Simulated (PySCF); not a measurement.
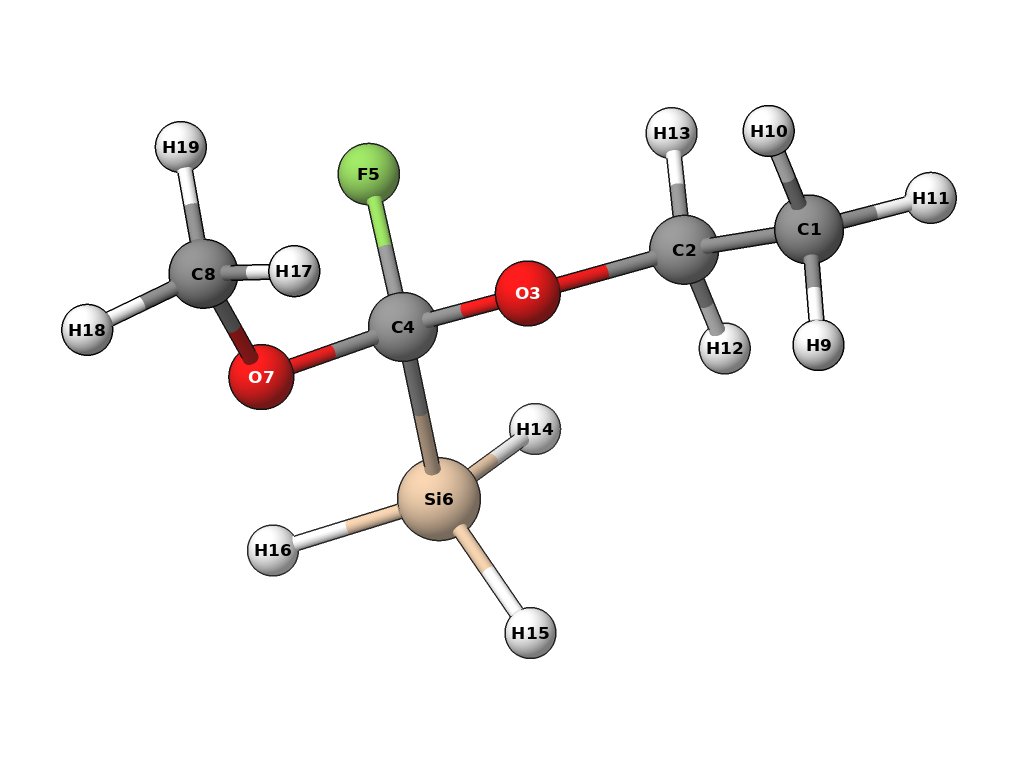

The geometry was computed by an optimisation with GFN2-xTB. No frequency run is at hand to confirm it as a minimum. Electric field gradients from the ground-state density, PBE0/pcSseg-1 (PySCF 2.14.0), non-relativistic apart from any core potentials.

Give the largest field-gradient component, the quadrupole coupling constant and the asymmetry for 17O at O3 (Q = −25.6 mb), 17O at O7 (Q = −25.6 mb), 2H at H9 (Q = 2.86 mb), 2H at H10 (Q = 2.86 mb).

```json
{"atom": "O3", "V_zz (a.u.)": "1.890", "e²qQ/h (MHz)": "−11.37", "η": "0.94"}
{"atom": "O7", "V_zz (a.u.)": "1.977", "e²qQ/h (MHz)": "−11.89", "η": "0.81"}
{"atom": "H9", "V_zz (a.u.)": "0.315", "e²qQ/h (MHz)": "0.212", "η": "0.02"}
{"atom": "H10", "V_zz (a.u.)": "0.316", "e²qQ/h (MHz)": "0.212", "η": "0.02"}
```

The geometry is semi-empirical. Around Si such bond lengths and angles can be off by a tenth of an ångström or more and by several degrees, and values that hang on the shape move with them.
